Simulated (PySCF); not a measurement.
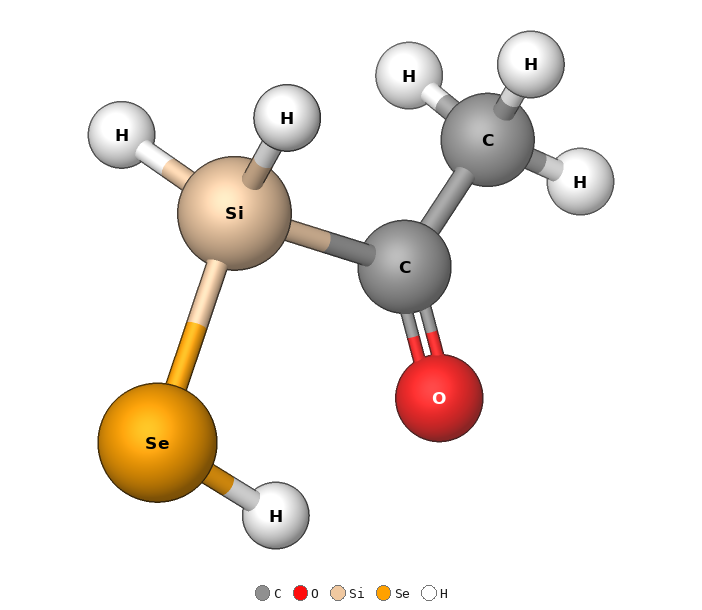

The picture shows a molecular structure as a ball-and-stick model. Double and triple bonds are drawn as two and three sticks.

Computed geometry: GFN2-xTB optimisation. No frequency run is at hand to confirm it as a minimum.

Question: Count the atoms of each element.

Answer: C2H6OSeSi, 11 atoms: 2 carbon, 6 hydrogen, 1 oxygen, 1 selenium and 1 silicon.

Question: Give a SMILES string for it.

Answer: CC(=O)[SiH2][SeH]

Question: Give the symmetry (Schoenflies symbol).

Answer: Cs.

Question: How many bonds of each kind are drawn?

Answer: 3 C–H, 2 Si–H, 1 C–C, 1 C–O, 1 C–Si, 1 Se–Si, 1 Se–H.

The parts below concern this one geometry. Atoms keep their numbers from picture to picture.

**Geometry**

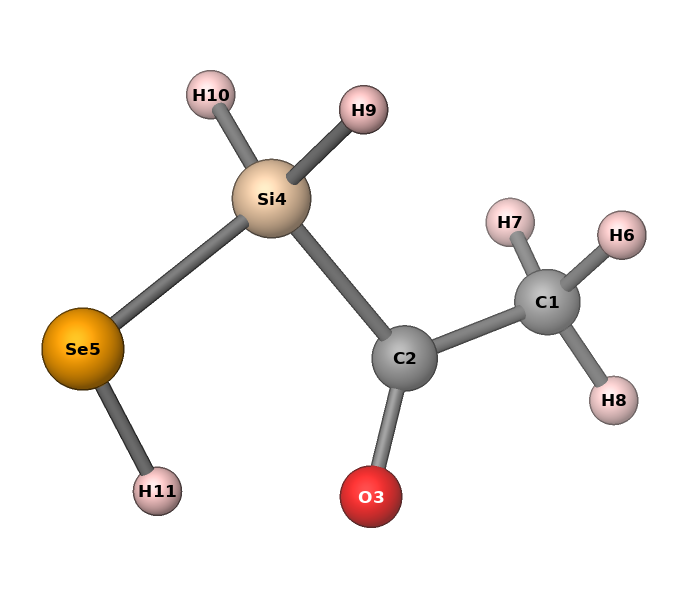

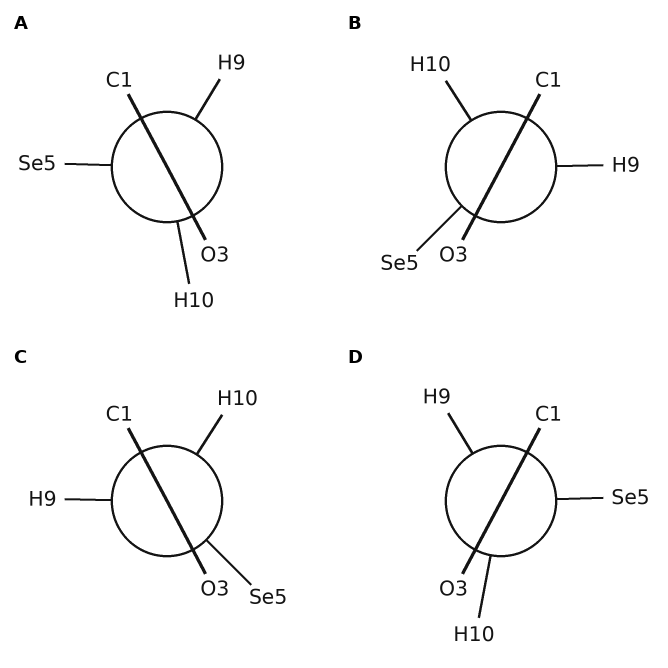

Atoms fade into the background with distance from the viewer. Bonds that would overlap in a projection are set slightly apart. No frequency run is at hand to confirm it as a minimum.

Question: Which Newman projection shows the view along C2–Si4, with C2 in front?

Answer: C. The torsion angle O3–C2–Si4–Se5 is 0°, synperiplanar (eclipsed).

**Excitation**

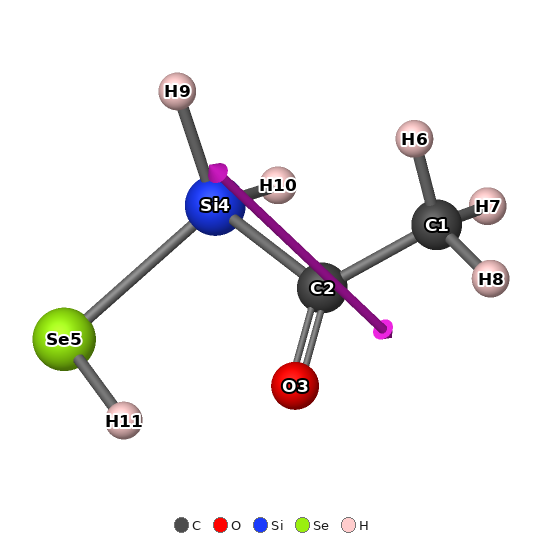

The double arrow shows the direction of the transition dipole to excited singlet state 5 (its length means nothing). No frequency run is at hand to confirm it as a minimum. Properties computed with TDDFT CAM-B3LYP/def2-SVPD, vertical, gas phase, core orbitals frozen in the response (PySCF 2.14.0).

Question: Where does the transition lie, and how strong is it?

Answer: 6.40 eV (194 nm), oscillator strength 0.033, mainly HOMO → LUMO+2 (weight 0.55); transition dipole 1.17 D.

**Core levels**

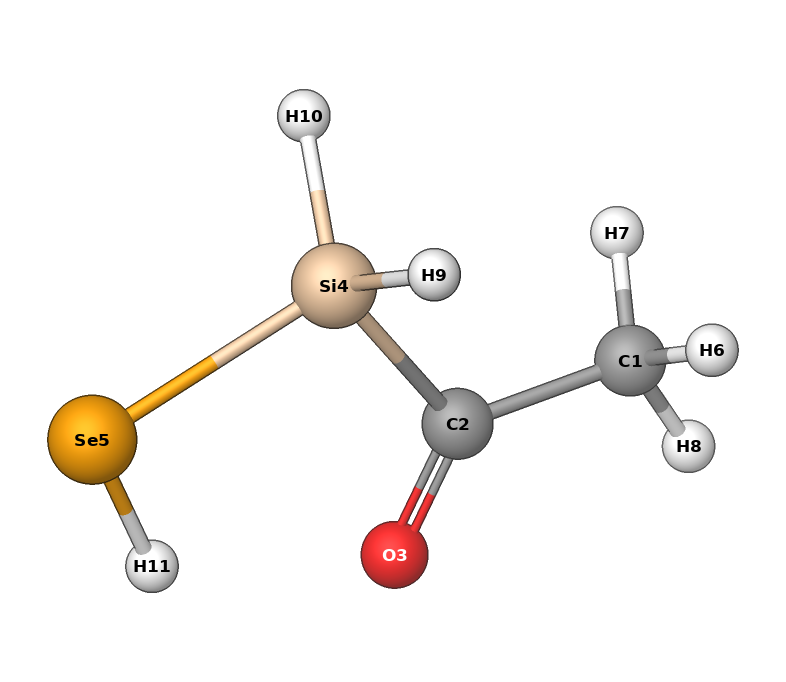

No frequency run is at hand to confirm it as a minimum. Method: delta-SCF UKS SCAN, pcX-2 on the ionised atom, pcseg-1 elsewhere, spin-free X2C (PySCF 2.14.0).

Give the core-electron binding energies (to vacuum; p and d levels without spin–orbit splitting) of C1 1s, C2 1s, O3 1s, Si4 1s, Si4 2p.

```csv
atom,level,binding energy (eV)
C1,1s,291.3
C2,1s,293.1
O3,1s,538.1
Si4,1s,1846.8
Si4,2p,107.3
```

**Polarisability**

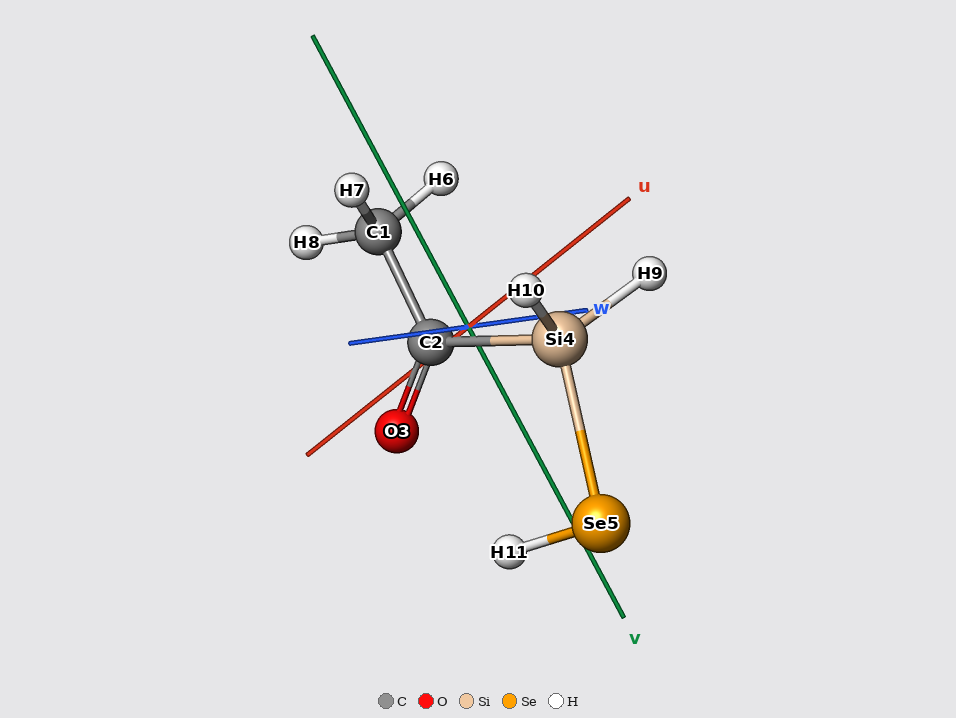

The lines u, v and w are the principal axes of the static dipole polarisability. No frequency run is at hand to confirm it as a minimum. Method: CAM-B3LYP/def2-SVPD (PySCF 2.14.0).

Question: Along which axis is the molecule most polarisable, and along which least?

Answer: Most along v (nearly parallel to the C1–C2 bond), least along w.

Question: Give the three principal values.

Answer: u 80.3, v 99.9, w 65.7 bohr³; mean 82.0, anisotropy 29.8 bohr³.

The geometry is semi-empirical. Around Se, Si such bond lengths and angles can be off by a tenth of an ångström or more and by several degrees, and values that hang on the shape move with them.
